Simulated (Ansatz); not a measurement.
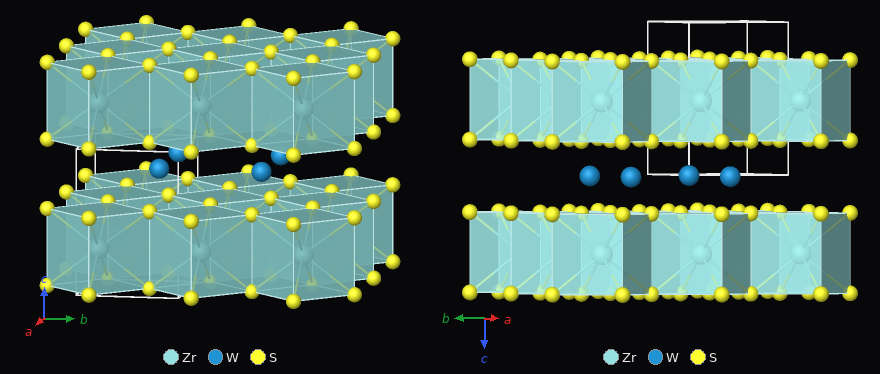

Polyhedra are drawn about Zr (bonds: S–Zr below 3 Å); other atoms are plain spheres. Two views of the same piece.

ZrWS4 (space group P4/mmm, No. 123). Coordinates: the end point of a relaxation with DFT PBE, scalar-relativistic, plane waves, PAW in Ansatz 0.2.0; the starting structure was generated, so it need not be a known form of this composition.

> What figure surrounds each Zr atom, and what does it share with the other drawn polyhedra?

Zr: ZrS8 cube, sharing edges with four neighbours.

> How do these polyhedra hang together as a whole?

They form layers of edge-sharing cubes parallel to (001). Their corner atoms also have W as close neighbours (those links are not drawn).

> How far apart are the centres of linked polyhedra?

Centre to centre across a shared edge: 4.31 Å.
